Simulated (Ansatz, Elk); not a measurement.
**MnCuPd: X-ray structure factors from the self-consistent density**

Structure refinements treat a crystal as free atoms side by side. For a made-up structure of MnCuPd (cell and positions from a PBEsol relaxation) the runs below show what the calculated density changes in F(hkl).

Calculated with Elk 11.2.3 (patched build); DFT, PBE, all-electron APW+lo, Dirac cores, scalar-relativistic bands, static density, ferromagnetic start.

The structure was built from a prototype and need not be the compound's stable phase.

### 1. Set-up

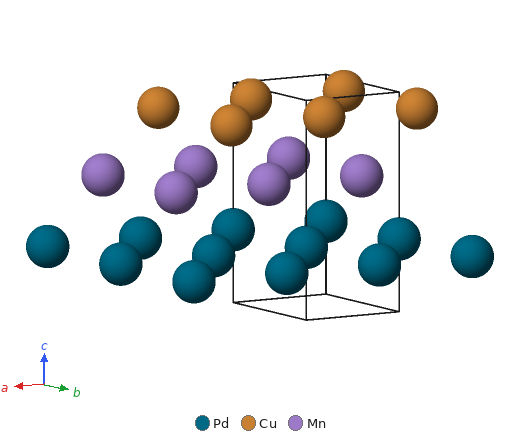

Start, viewed from a free direction; palladium blue, copper orange, manganese light purple. 3×2×1 cells are drawn. Some periodic images of atoms are drawn too.

### 2. Ground state and structure factors

An all-electron density is needed, since X-rays see the cores too. Task 0 finds the density and task 195 Fourier-transforms it; tshift is off so that phases refer to the origin typed.

elk.in reads:

```
tasks
  0
  195
  196

xctype
  20

spinpol
  .true.

rgkmax
  7.0

gmaxvr
  14.0

lmaxo
  7

lmaxapw
  8

swidth
  0.002

tshift
  .false.

ramdisk
  .false.

hmaxvr
  5.5

maxscl
  120

epspot
  1e-06

reducebf
  0.8

sppath
  './'

avec
  5.09277097720 -0.00000000000 0.00000000000
  -2.54638548860 4.41046904192 -0.00000000000
  0.00000000000 0.00000000000 11.88903365963

atoms
  3
  'Pd.in'
  1
  -0.0000000000 -0.0000000000 0.3314500468   0.000000 0.000000 0.000000
  'Cu.in'
  1
  0.3333333333 0.6666666667 0.9907752645   0.000000 0.000000 0.000000
  'Mn.in'
  1
  0.6666666667 0.3333333333 0.6708746888   0.000000 0.000000 -0.160000

ngridk
  8 8 3
```

Started as:

```console
$ OMP_NUM_THREADS=4 elk
```

Numbers of over 12 decimals in the logs are rounded to 6 here.

The program printed:

```text
┌─────────────────────────┐
│ Elk code version 11.2.3 │
└─────────────────────────┘

All units are atomic (Hartree, Bohr, etc.)

┌─────────────────────────────────────────────────┐
│ Ground-state run starting from atomic densities │
└─────────────────────────────────────────────────┘

Lattice vectors :
   5.092770977      -0.000000000       0.000000000
  -2.546385489       4.410469042      -0.000000000
   0.000000000       0.000000000       11.88903366

Reciprocal lattice vectors :
   1.233745899      0.7123035268      -0.000000000
   0.000000000       1.424607054      -0.000000000
   0.000000000       0.000000000      0.5284857867

Unit cell volume      :    267.0456334
Brillouin zone volume :   0.9288682624

Muffin-tin inner radius fraction :   0.1000000000E-01

Nuclei treated as point charges

Species : 1 (Pd)
 parameters loaded from : Pd.in
 name : palladium
 nuclear charge    :   -46.00000000
 electronic charge :    46.00000000
 atomic mass :    193991.7927
 muffin-tin radius :    2.521385489
 number of radial points in muffin-tin :    993
 inner part over the whole radius :   0.9873593300E-02
 number on inner part of muffin-tin    :    706
 approximate nuclear radius :   0.8586907259E-04
 number of mesh points to nuclear radius :    354
 atomic positions (lattice), magnetic fields (Cartesian) :
  1 :   0.00000000  0.00000000  0.33145005    0.00000000  0.00000000  0.00000000

Species : 2 (Cu)
 parameters loaded from : Cu.in
 name : copper
 nuclear charge    :   -29.00000000
 electronic charge :    29.00000000
 atomic mass :    115837.2717
 muffin-tin radius :    2.378674058
 number of radial points in muffin-tin :    993
 inner part over the whole radius :   0.9919110815E-02
 number on inner part of muffin-tin    :    701
 approximate nuclear radius :   0.7406004541E-04
 number of mesh points to nuclear radius :    336
 atomic positions (lattice), magnetic fields (Cartesian) :
  1 :   0.33333333  0.66666667  0.99077526    0.00000000  0.00000000  0.00000000

Species : 3 (Mn)
 parameters loaded from : Mn.in
 name : manganese
 nuclear charge    :   -25.00000000
 electronic charge :    25.00000000
 atomic mass :    100145.9370
 muffin-tin radius :    2.378674058
 number of radial points in muffin-tin :    993
 inner part over the whole radius :   0.9979998708E-02
 number on inner part of muffin-tin    :    700
 approximate nuclear radius :   0.7074591925E-04
 number of mesh points to nuclear radius :    330
 atomic positions (lattice), magnetic fields (Cartesian) :
  1 :   0.66666667  0.33333333  0.67087469    0.00000000  0.00000000 -0.16000000

Total number of atoms per unit cell :    3
Total muffin-tin volume :    179.8956497
 ratio of muffin-tin to unit cell volume :   0.6736513434

Spin treatment :
 spin-polarised
 global magnetic field (Cartesian) :    0.000000000       0.000000000       0.000000000
 collinear magnetisation in z-direction

Number of Bravais lattice symmetries :   24
Number of crystal symmetries         :    6
Crystal has no inversion symmetry
Complex Hermitian eigensolver will be used

k-point grid :      8     8     3
k-point offset :    0.000000000       0.000000000       0.000000000
k-point set is reduced with full crystal symmetry group
Total number of k-points :       45

Muffin-tin radius times maximum |G+k| :    7.000000000
 using average radius
Maximum |G+k| for APW functions       :    2.885117267
Maximum (1/2)|G+k|²                   :    4.161950821
Maximum |G| for potential and density :    14.00000000
Constant for pseudocharge density :    9
 order of it for each species :   16  16  16
 order of it for pair densities of each species (exact exchange by exxq0 0: 17) :   10   9   9
Radial integration step length :    1

G-vector grid sizes :     24    24    54
Number of G-vectors :    12365

Maximum angular momentum used for
 APW functions            :    8
 outer part of muffin-tin :    7
 inner part of muffin-tin :    2

Total nuclear charge    :   -100.0000000
[...]
total moment                :    1.164756853

RMS change in Kohn-Sham potential (target) :    3.287916623     (  0.1000000000E-05)
Absolute change in total energy (target)   :    3.572942134     (  0.1000000000E-03)

[... loops 3 to 28 left out ...]

┌──────────────────┐
│ Loop number : 29 │
└──────────────────┘

Energies :
 Fermi                       :     0.287880
 sum of occupied eigenvalues :     -4636.0253282311
 electron kinetic            :      8127.2131847336
 core electron kinetic       :      7650.7688933090
 Coulomb                     :     -15723.695961677
 Coulomb potential           :     -12419.261780697
 nuclear-nuclear             :     -1095.3586999460
 electron-nuclear            :     -16877.225310288
 Hartree                     :      2248.8880485573
 Madelung                    :     -9514.0650713283
 xc potential                :     -343.75840422661
 xc effective B-field        :    -0.218327
 external B-field            :      0.000000
 exchange                    :     -259.22665516004
 correlation                 :     -5.001782
 electron entropic           :    -0.93630414131988E-03
 total energy                :     -7860.7121507391
 (external B-field energy excluded from total)

Density of states at Fermi energy :    71.58005993
 (states/Hartree/unit cell)

Estimated indirect band gap :   0.1092907573E-02
 from k-point 5 to k-point 41
Estimated direct band gap   :   0.3090103579E-02
 at k-point 43

Charges :
 core                        :    50.00000000
 valence                     :    50.00000000
 interstitial                :    2.854158113
 muffin-tins (core leakage)
  species : 1 (Pd)
[...]
species : 2 (Cu)
[...]
species : 3 (Mn)
[...]
total in muffin-tins        :    97.14584189
 total calculated charge     :    99.99782701
 total charge                :    100.0000000
 error                       :   0.2172987045E-02

Moments :
 interstitial                :   0.9166464787E-01
 muffin-tins
  species : 1 (Pd)
[...]
species : 2 (Cu)
[...]
species : 3 (Mn)
[...]
total in muffin-tins        :    3.713092833
 total moment                :    3.804757481

RMS change in Kohn-Sham potential (target) :   0.6709312507E-06 (  0.1000000000E-05)
Absolute change in total energy (target)   :   0.7749505130E-05 (  0.1000000000E-03)

Convergence targets achieved

┌──────────────────┐
│ Loop number : 30 │
└──────────────────┘

Energies :
 Fermi                       :     0.287879
 sum of occupied eigenvalues :     -4636.0253688300
 electron kinetic            :      8127.2131397591
 core electron kinetic       :      7650.7688621154
 Coulomb                     :     -15723.695962368
 Coulomb potential           :     -12419.261803958
 nuclear-nuclear             :     -1095.3586999460
 electron-nuclear            :     -16877.225288017
 Hartree                     :      2248.8880255947
 Madelung                    :     -9514.0650603888
 xc potential                :     -343.75837945464
 xc effective B-field        :    -0.218322
 external B-field            :      0.000000
 exchange                    :     -259.22665128462
 correlation                 :     -5.001783
 electron entropic           :    -0.93634598408351E-03
 total energy                :     -7860.7121929151
 (external B-field energy excluded from total)

Density of states at Fermi energy :    71.58339780
 (states/Hartree/unit cell)

Estimated indirect band gap :   0.1091488837E-02
 from k-point 5 to k-point 41
Estimated direct band gap   :   0.3088358903E-02
 at k-point 43

Charges :
 core                        :    50.00000000
 valence                     :    50.00000000
 interstitial                :    2.854158563
 muffin-tins (core leakage)
  species : 1 (Pd)
   atom 1                    :    45.09174066     ( -0.6799298795E-06)
  species : 2 (Cu)
   atom 1                    :    28.22461052     (  0.1779585048E-03)
  species : 3 (Mn)
   atom 1                    :    23.82949025     ( -0.2241625605E-06)
 total in muffin-tins        :    97.14584144
 total calculated charge     :    99.99782701
 total charge                :    100.0000000
 error                       :   0.2172993100E-02

Moments :
 interstitial                :   0.9165910537E-01
 muffin-tins
  species : 1 (Pd)
   atom 1                    :   0.2102375725
  species : 2 (Cu)
   atom 1                    :   0.9216885401E-01
  species : 3 (Mn)
   atom 1                    :    3.410643640
 total in muffin-tins        :    3.713050066
 total moment                :    3.804709172

┌──────────────────────────────┐
│ Self-consistent loop stopped │
└──────────────────────────────┘

Warning : core states of species 2 leak from the muffin-tin :   0.1779585048E-03

Wrote STATE.OUT
```

The job ended after 2.3 min (4 threads of INTEL XEON PLATINUM 8581C at 2.30GHz (Emerald Rapids), shared host; peak memory 0.41 GiB; 8.6 min of CPU time).

SFACRHO.OUT:

```text

h k l indices transformed by vhmat matrix:
   1.000000000       0.000000000       0.000000000    
   0.000000000       1.000000000       0.000000000    
   0.000000000       0.000000000       1.000000000    

      h      k      l  multipl.   |H|            Re(F)            Im(F)           |F|

      0      0      0      1   0.0000000       100.00000      0.43252381E-17   100.00000    
      0      0      1      1  0.52848579      -5.1222384       16.042248       16.840162    
      0      0     -1      1  0.52848579      -5.1222384      -16.042248       16.840162    
      0      0      2      1   1.0569716      -7.0726806      -19.406868       20.655491    
      0      0     -2      1   1.0569716      -7.0726806       19.406868       20.655491    
      1      0      0      3   1.4246071       15.502405       3.6690081       15.930668    
     -1      0      0      3   1.4246071       15.502405      -3.6690081       15.930668    
     -1      1     -1      3   1.5194744      -11.497008      -12.708119       17.137021    
      1     -1     -1      3   1.5194744      -36.575146      -65.826299       75.305000    
      0      1      1      3   1.5194744      -11.497008       12.708119       17.137021    
      1      0      1      3   1.5194744      -36.575146       65.826299       75.305000    
      0      0      3      1   1.5854574       73.666755      -3.6034892       73.754836    
      0      0     -3      1   1.5854574       73.666755       3.6034892       73.754836    
      0     -1     -2      3   1.7738924      -37.205197       59.837160       70.460715    
     -1      1      2      3   1.7738924      -8.7234567      -8.3614764       12.083583    
      0      1     -2      3   1.7738924      -8.7234567       8.3614764       12.083583    
      0      1      2      3   1.7738924      -37.205197      -59.837160       70.460715    
      0      0      4      1   2.1139431      -1.6655550       8.8652783       9.0203787
```

Elk indexes on the primitive cell of elk.in and gives |H| = 4π sin θ/λ in inverse bohr. Below, one row stands for each form hkl of the conventional cell (m members, Friedel mates merged), F is for one primitive cell and the density is static (no thermal factor). Free-atom factors are Waasmaier and Kirfel's, and R is Σm||F|−|F'||/Σm|F|.

```csv
hkl,m,sin θ/λ (Å⁻¹),"abs F, DFT",neutral atoms,diff.,abs of complex diff.
001,2,0.080,16.840,17.138,-0.298,0.324
002,2,0.159,20.656,20.956,-0.301,0.361
100,6,0.214,15.931,16.094,-0.163,0.238
011,6,0.229,17.137,17.243,-0.106,0.203
101,6,0.229,75.305,76.057,-0.752,0.752
003,2,0.238,73.755,74.493,-0.738,0.739
012,6,0.267,70.461,71.101,-0.640,0.640
102,6,0.267,12.084,12.103,-0.019,0.223
004,2,0.318,9.020,8.970,+0.050,0.156
013,6,0.321,10.191,10.100,+0.091,0.179
103,6,0.321,17.675,17.676,-0.001,0.191
110,6,0.371,59.304,59.364,-0.060,0.060
111,12,0.380,11.829,11.711,+0.117,0.156
104,6,0.383,57.723,57.689,+0.033,0.034
```

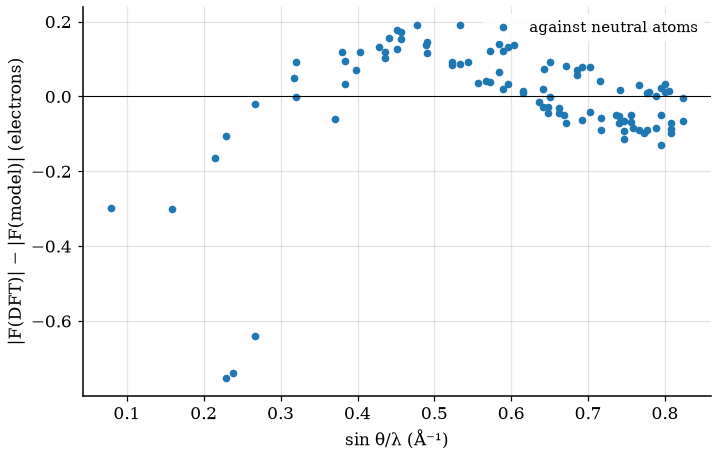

Difference between the calculated structure factors and the independent-atom ones.

### 3. The magnetisation density

The same run holds the spin density, and task 196 transforms it. The order is that of the start, and no other was tried.

SFACMAG_1.OUT:

```text

h k l indices transformed by vhmat matrix:
   1.000000000       0.000000000       0.000000000    
   0.000000000       1.000000000       0.000000000    
   0.000000000       0.000000000       1.000000000    

      h      k      l  multipl.   |H|            Re(F)            Im(F)           |F|

      0      0      0      1   0.0000000       3.8047093      0.13238271E-16   3.8047093    
      0      0      1      1  0.52848579      -1.5466010      -2.6858133       3.0992850    
      0      0     -1      1  0.52848579      -1.5466010       2.6858133       3.0992850    
      0      0      2      1   1.0569716      -1.4823311       2.1444450       2.6069042    
      0      0     -2      1   1.0569716      -1.4823311      -2.1444450       2.6069042    
      1      0      0      3   1.4246071     -0.98930880      -1.7845037       2.0403885    
     -1      0      0      3   1.4246071     -0.98930880       1.7845037       2.0403885    
     -1      1     -1      3   1.5194744       1.9307577     -0.74966056E-01   1.9322126    
      1     -1     -1      3   1.5194744      -1.1618293      -1.8886363       2.2173846    
      0      1      1      3   1.5194744       1.9307577      0.74966055E-01   1.9322126    
      1      0      1      3   1.5194744      -1.1618293       1.8886363       2.2173846    
      0      0      3      1   1.5854574       2.1058803      0.13385088       2.1101299    
      0      0     -3      1   1.5854574       2.1058803     -0.13385088       2.1101299    
      0     -1     -2      3   1.7738924     -0.86340930       1.6456606       1.8584064    
     -1      1      2      3   1.7738924       1.5396148      0.10850741       1.5434337    
      0      1     -2      3   1.7738924       1.5396148     -0.10850741       1.5434337
```

The total moment is 3.80 μB a cell; sphere moments: Pd1 +0.21, Cu2 +0.09, Mn3 +3.41 μB. Polarised neutrons measure spin and orbital magnetisation together; without spin-orbit coupling the run gives the spin part:

```csv
hkl,sin θ/λ (Å⁻¹),abs F_M (μB)
001,0.080,3.099
002,0.159,2.607
100,0.214,2.040
011,0.229,1.932
101,0.229,2.217
003,0.238,2.110
012,0.267,1.858
102,0.267,1.543
004,0.318,1.216
013,0.321,1.215
103,0.321,1.137
110,0.371,1.055
111,0.380,0.872
104,0.383,0.942
```

### 4. The highest occupied states alone

An energy window below the Fermi level keeps the highest occupied states, to see at which angles they scatter; shallow core shells can lie inside it and anion s states outside. No new self-consistency is needed.

elk.in, as its differences from that of step 2:

```diff
@@ -1,5 +1,3 @@
 tasks
-  0
   195
-  196
 
@@ -44,2 +42,5 @@
 
+wsfac
+  -0.263360 0.587880
+
 sppath
```

Started as:

```console
$ OMP_NUM_THREADS=4 elk
```

The program printed:

```text
┌─────────────────────────────────┐
│ Elk code version 11.2.3 started │
└─────────────────────────────────┘

Info(readinput): the functional depends on the density's gradient
 muffin-tin radial points multiplied by    2.00000
 (not where nrmtscf is given)

┌────────────────────┐
│ Current task : 195 │
└────────────────────┘
Info(checkmt): changed muffin-tin radius of species 1 (Pd) from   2.6000 to   2.5214
Info(checkmt): changed muffin-tin radius of species 2 (Cu) from   2.4000 to   2.3787
Info(checkmt): changed muffin-tin radius of species 3 (Mn) from   2.4000 to   2.3787

Info(sfacrho): density structure factors written to SFACRHO.OUT

 Energy window :  -0.2633600000      0.5878800000

┌──────────────────┐
│ Elk code stopped │
└──────────────────┘
```

Run time: 3 s. Hardware: 4 threads; peak memory 0.17 GiB; 6.7 s of CPU time.

States within 15 eV below the Fermi level hold 28.00 electrons; any levels below the window count with the cores. Their amplitudes can exceed the total, where window and core parts have opposite phase:

```csv
hkl,sin θ/λ (Å⁻¹),"abs F, window","abs F, all"
001,0.080,3.366,16.840
002,0.159,3.629,20.656
100,0.214,3.200,15.931
011,0.229,3.145,17.137
101,0.229,11.997,75.305
003,0.238,11.326,73.755
012,0.267,9.785,70.461
102,0.267,3.096,12.084
004,0.318,3.156,9.020
013,0.321,3.017,10.191
```

[end of part 1 of 2]

[Logs are printed without paths, hosts, clocks, repeated set-up lines and the standing remarks that a program may print on its own settings, such as how far it seeks lower states.]

[Hosts, paths, dates, database ids (printed as entryN), source tags and the programs' standing remarks are cut or masked in the printed files.]
